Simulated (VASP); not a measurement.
Energy against volume of HfC (rock salt). Method: RPBE GGA, VASP's PBE PAW potentials (set 64) (plane waves; VASP).

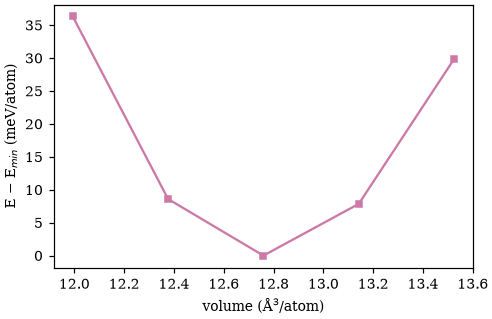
Fig. 1. Energy against volume

Q: Estimate the equilibrium volume and the bulk modulus.

A: The minimum lies near 12.8 Å³/atom, and the curvature gives B0 of about 230 GPa.

Measured: a 4.638 Å (computed value off by +0.8 %), as given by Guo-Xu Zhang et al., New Journal of Physics (2018), doi:10.1088/1367-2630/aac7f0. The calculation is for a static lattice, while the measured a holds thermal and zero-point effects, which are part of the difference.

The compound is HfC in the rock salt structure. It was relaxed first.
